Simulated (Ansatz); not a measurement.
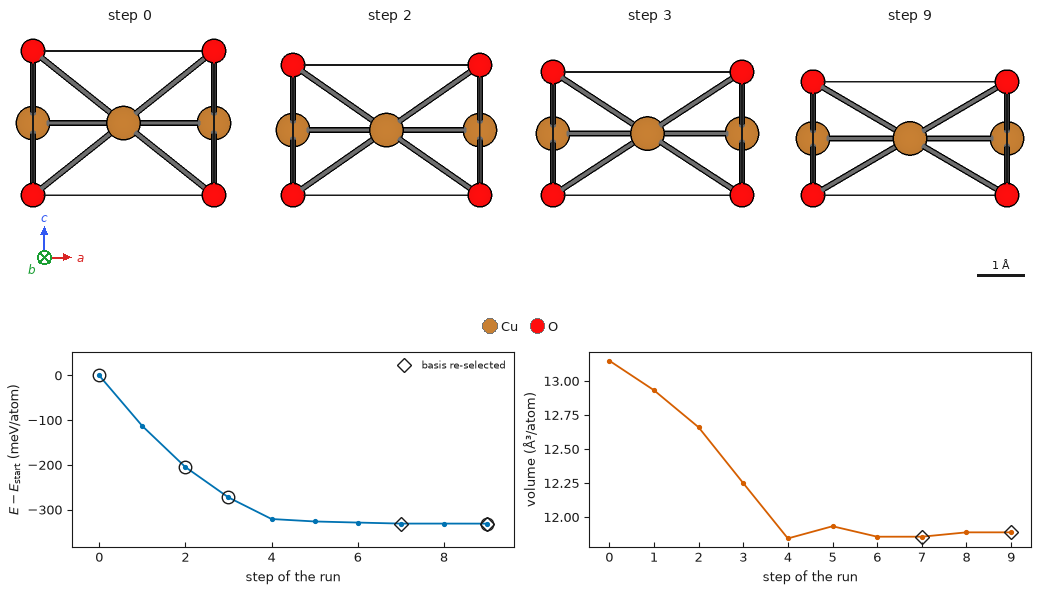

Frames of a relaxation of a crystal of Cu3O (a generated structure, set up in P6/mmm) (coarse preliminary run), marked on the history of the run. The picture is a ball-and-stick view of the cell of the calculation, seen along the b axis.

Level of theory: Ansatz 0.2.0, DFT PBE, scalar-relativistic, plane waves, PAW. Set-up: plane-wave cutoff 420 eV; k-point mesh 6 × 6 × 6; occupations gaussian; smearing width 0.1 eV; collinear spin; cell and atoms relaxed; force threshold 0.04 eV/Å; at most 70 steps.

### What happens along the run?

No atom moves by more than 0.005 Å relative to the cell. The volume changes by −9.6 %, with a = b 4.449 → 4.769 Å (+7.2 %), c 3.069 → 2.415 Å (−21.3 %). Some distances before and after: Cu–Cu 3.069 → 2.415 Å, Cu–Cu 2.224 → 2.384 Å, Cu–O 2.702 → 2.673 Å. The space group stays P6/mmm (No. 191). After 7 accepted moves (9 points after the start) the energy has fallen by 331 meV per atom. All forces vanish by symmetry, so only the cell relaxes. The pressure goes from 6.05 to 0.05 GPa. At 2 points the geometry stayed and the basis and grid were re-selected for the new cell (energy shift of 2.3 meV per atom at most each time). The program noted that the starting moments weren't kept. The run may lie on a higher electronic state than the lowest, so the end point isn't shown to be the ground-state structure. The run took 5.7 min on 1 thread of AMD EPYC (Zen 3), on a shared host, peak memory 0.48 GiB. From step 0 to 2: volume −3.7 %, energy −205 meV per atom. From step 2 to 3: volume −3.2 %, energy −67.8 meV per atom. From step 3 to 9: volume −3.0 %, energy −58.6 meV per atom.
